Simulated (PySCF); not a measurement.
## Electronic structure of C$_{5}$H$_{14}$BNSi in real space

```csv
atom,x (Å),y (Å),z (Å)
B,-0.5719,-2.2984,-1.0782
N,-0.1688,-0.8323,-0.3949
C,-1.1893,0.1611,-0.7525
C,-1.0435,1.4519,-0.0085
C,-1.9442,1.9211,0.8347
Si,1.5341,-0.3914,-0.7390
C,2.2357,0.5023,0.7692
C,1.6435,0.6866,1.9406
H,-0.4749,-2.1529,-2.2567
H,-1.6886,-2.5262,-0.7233
H,0.2113,-3.0833,-0.6384
H,-0.2795,-1.0473,0.5906
H,-1.1071,0.3348,-1.8288
H,-2.1724,-0.2759,-0.5619
H,-0.1248,1.9957,-0.1904
H,-1.8094,2.8534,1.3560
H,-2.8651,1.3953,1.0292
H,1.4793,0.5000,-1.9032
H,2.3153,-1.5934,-0.9971
H,3.2449,0.8772,0.6503
H,2.1275,1.1930,2.7616
H,0.6379,0.3481,2.1399
```

Geometry: GFN2-xTB.

Computed with PySCF 2.14.0, PBE0/pcSseg-1, SCF density, gas phase, non-relativistic.

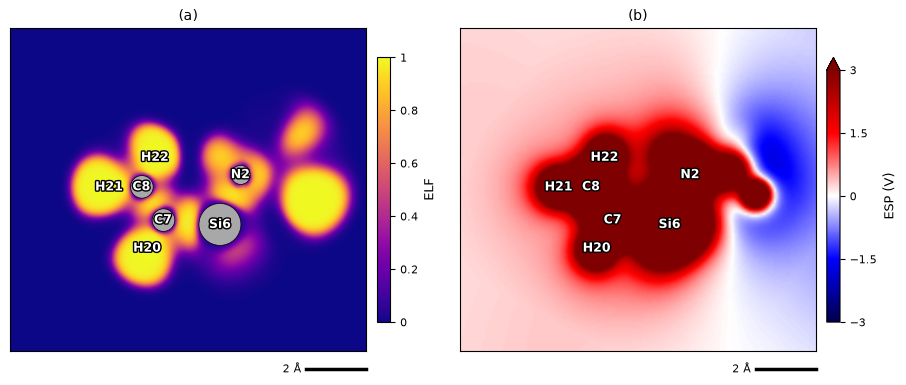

Figure 1. (a) ELF; (b) molecular electrostatic potential on the plane of atoms N2, Si6 and C7. Grey discs cover the atomic cores in the ELF map.

What does the map show?

Answer. The section cuts through N, Si, C and H sites. C–C (1.33 Å): the ELF peaks at about 0.90 between the atoms (a multiple bond). Si–N (1.79 Å): the ELF peaks at about 0.95 between the atoms (a shared but strongly polarised pair). C–Si (1.89 Å): the ELF peaks at about 0.95 between the atoms: a covalent bond. Outside the dense part of the molecule the potential is most negative (−1.7 V) near H9, which lies off the plane.

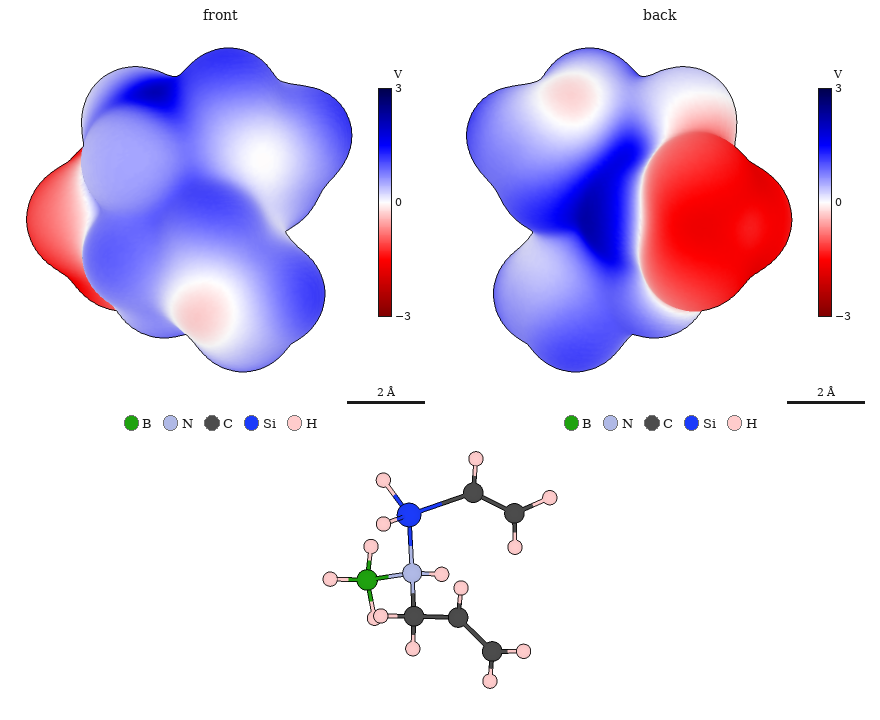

Figure 2. The electrostatic potential painted on the density surface at 0.002 e/bohr³, seen from the front and from behind; the colour scale runs from red (negative) to blue (positive). The bare structure is drawn below in the same view.

Which sites attract a positive test charge, and which a negative one?

Answer. A positive charge is drawn to the negative regions and a negative charge to the positive ones. The most negative region (about −1.7 V, or −39 kcal/mol for a unit charge) lies over H9, the most positive (about +2.1 V, or +48 kcal/mol for a unit charge) over Si6 and H12.

How polar is the molecule by this calculation?

Answer. Its dipole moment is 5.60 D.
